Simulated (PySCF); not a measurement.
C₃H₁₂OSi₂ (SMILES CC[SiH2]CO[SiH3])

```xyz
18

C    -2.6236    1.0829   -0.3609
C    -1.4777    0.1611    0.0445
Si   -0.3807   -0.3651   -1.4148
C     1.0317   -1.4770   -0.7570
O     1.6910   -0.9438    0.3641
Si    2.7261    0.2863    0.4870
H    -3.2224    1.3624    0.5042
H    -2.2419    1.9919   -0.8195
H    -3.2737    0.5914   -1.0807
H    -0.8618    0.6658    0.7923
H    -1.8913   -0.7222    0.5367
H    -1.1185   -1.1654   -2.4018
H     0.1997    0.8055   -2.0846
H     0.6375   -2.4497   -0.4465
H     1.7583   -1.6693   -1.5533
H     3.0450    0.1745    1.9014
H     2.1048    1.5702    0.1373
H     3.8888    0.1067   -0.3894
```

Geometry: GFN2-xTB.

These are results of CAM-B3LYP/def2-SVPD, SCF density, gas phase in PySCF 2.14.0, not measurements.

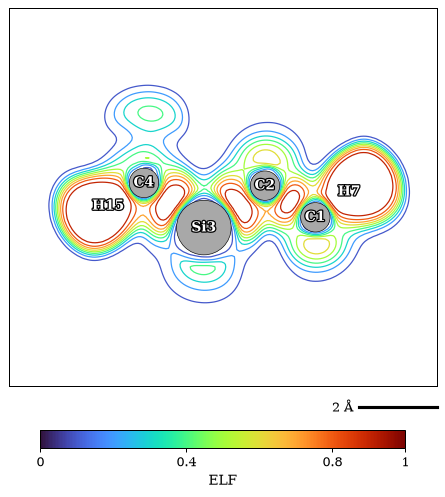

Figure 1. ELF on the plane of atoms C2, Si3 and C4. Grey discs cover the atomic cores.

What does the map show?

The plane passes through C, Si and H nuclei.
C–C (1.53 Å): the ELF peaks at about 0.95 between the atoms; localised, covalent bonding.
C–Si (1.90 Å): the ELF peaks at about 0.95 between the atoms (localised, covalent bonding).
C–H (1.09 Å): the ELF climbs to about 1 towards the hydrogen, as it does in any bond to H; a covalent bond by its length.

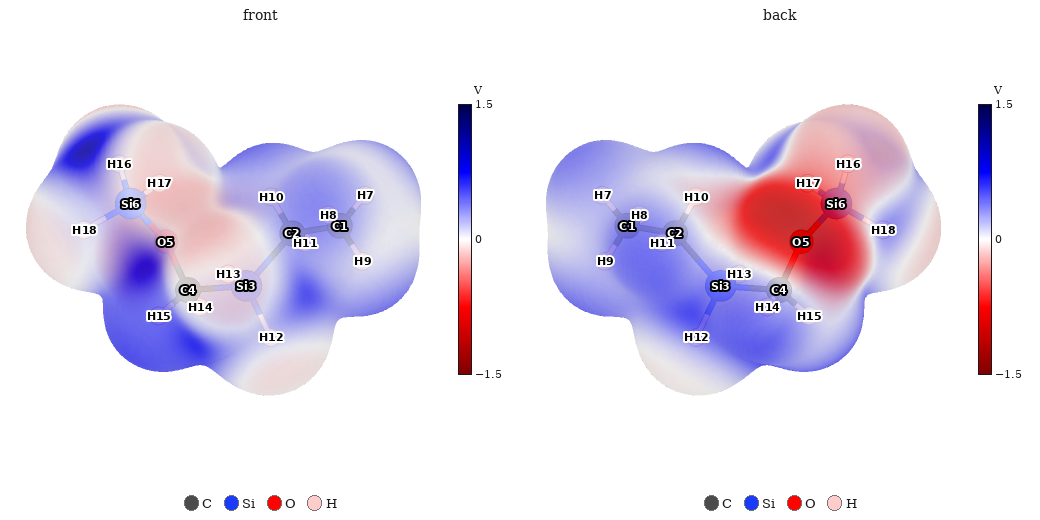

Figure 2. The molecular electrostatic potential painted on the density surface at 0.001 e/bohr³, seen from the front and from behind; red is negative and blue positive.

Describe the electrostatic potential map.

The most negative region (about −1.0 V) lies over O5, the most positive (about +0.9 V) over Si6. O5 is the likeliest acceptor of a hydrogen bond.
